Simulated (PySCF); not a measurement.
## Frequency calculation, with input and output: Si$_{2}$H$_{6}$

Si$_{2}$H$_{6}$, computed with RKS PBE0-D4/def2-TZVP, density fitting (PySCF 2.14.0).

The geometry comes from this level: PBE0-D4/def2-TZVP.

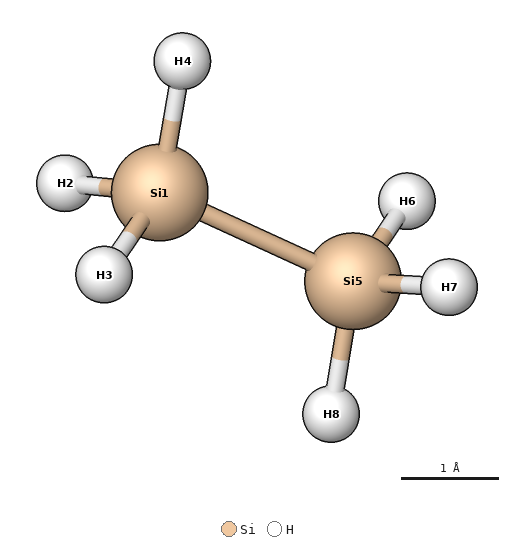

**Figure 1.** The structure (ball-and-stick view, seen at a tilt; atoms are numbered from 1 in the order of the input). Bond lengths as drawn: H–Si 1.49 Å and Si–Si 2.34 Å.

### Input
```python
import json, numpy as np
from pyscf import gto, scf, dft, mp, cc
EV, BOHR = 27.211386245988, 0.529177210903
mol = gto.M(atom="""
Si -0.085383 -0.980624 -1.328014
H 1.033336 -0.008995 -1.459824
H 0.112631 -2.073457 -2.317920
H -1.361615 -0.281699 -1.639508
Si -0.147754 -1.854069 0.840211
H -0.308542 -0.757768 1.833648
H -1.289250 -2.797389 0.982509
H 1.113444 -2.584903 1.137716
""", basis="def2-tzvp", charge=0, spin=0, max_memory=8670, verbose=0)
def mean_field(mol, dm=None):
    mf = dft.RKS(mol, xc="pbe0").density_fit()
    mf.conv_tol = 1e-9; mf.grids.level = 4
    mf.kernel(dm0=dm)
    if not mf.converged: mf = mf.newton().run(mf.mo_coeff, mf.mo_occ)
    assert mf.converged
    return mf
def d4(mol):
    from pyscf.dispersion.dftd4 import DFTD4Dispersion
    real = gto.M(atom=[(mol.atom_pure_symbol(i), mol.atom_coord(i)) for i in range(8)], unit='B', charge=mol.charge, spin=None, basis='def2-svp', verbose=0)
    r = DFTD4Dispersion(real, xc="pbe0", atm=True).get_dispersion(grad=True); return r["energy"], r["gradient"]
def energy_and_gradient(mol, dm=None):
    mf = mean_field(mol, dm); e, g = d4(mol)
    return mf, (mf.e_tot + e) * EV, (mf.nuc_grad_method().kernel()[:8] + g) * EV / BOHR
out = {}
from pyscf.hessian import thermo
mf = mean_field(mol); n = mol.natm; h = mf.Hessian().kernel(); x0 = mol.atom_coords()
for i in range(n):
    for a in range(3):
        g = []
        for s in (1, -1):
            x = x0.copy(); x[i, a] += s * 0.005; g.append(d4(mol.set_geom_(x, unit='B', inplace=False))[1])
        h[i, :, a, :] += (g[0] - g[1]) / 0.01
for i in range(n): h[i, i] -= h[i].sum(0)  # translational sum rule: the analytic Hessian lacks the grid's response
w = thermo.harmonic_analysis(mol, h, imaginary_freq=False)['freq_wavenumber']; r = w[w > 0] * 1.239842e-4; T = [298.15, 498.15, 698.15, 898.15]
print("Vibrations: " + " ".join(f"{a:.2f}" for a in w) + f" cm⁻¹, zero-point energy {r.sum() / 2:.6f} eV")
A = [r.sum() / 2 + 8.617333e-5 * t * np.log(1 - np.exp(-r / 8.617333e-5 / t)).sum() for t in T]
out.update(energy=(mf.e_tot + d4(mol)[0]) * EV, converged=True, hessian=(h.transpose(0, 2, 1, 3).reshape(3 * n, -1) * EV / BOHR**2).round(5).tolist(), temperatures=T, free_energy=A)
out['s2'] = mf.spin_square()[0]; out['nelec'] = mol.nelec
print(f"Total energy {out['energy']:.6f} eV, <S^2> {out['s2']:.4f}")
json.dump(out, open("out.json", "w"), default=float)
```

Run as:
```bash
OMP_NUM_THREADS=4 python run.py
```

### What the program printed
```
Vibrations: 137.16 362.03 362.66 432.52 625.34 625.56 836.39 909.52 931.36 931.62 945.52 945.78 2209.90 2217.28 2219.36 2220.39 2229.15 2230.08 cm⁻¹, zero-point energy 1.324871 eV
Total energy -15846.341965 eV, <S^2> 0.0000
```

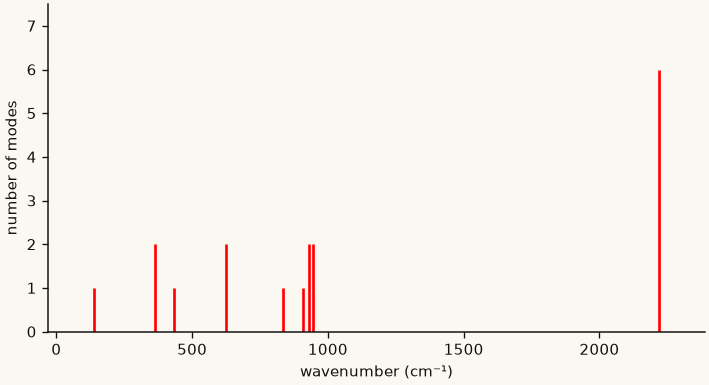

**Figure 2.** Harmonic vibrational wavenumbers from the force constants; neighbouring modes closer than 10 cm⁻¹ are counted in one stick. 18 modes from 137 to 2230 cm⁻¹, none imaginary.

### Results in brief

- outcome: converged
- total energy: −15846.3420 eV
- hardware: 4 threads of Arm Neoverse V2, 23 GiB of memory available, shared host
- wall time: 70 s (CPU time 4.3 min)
- peak memory: 1.5 GiB
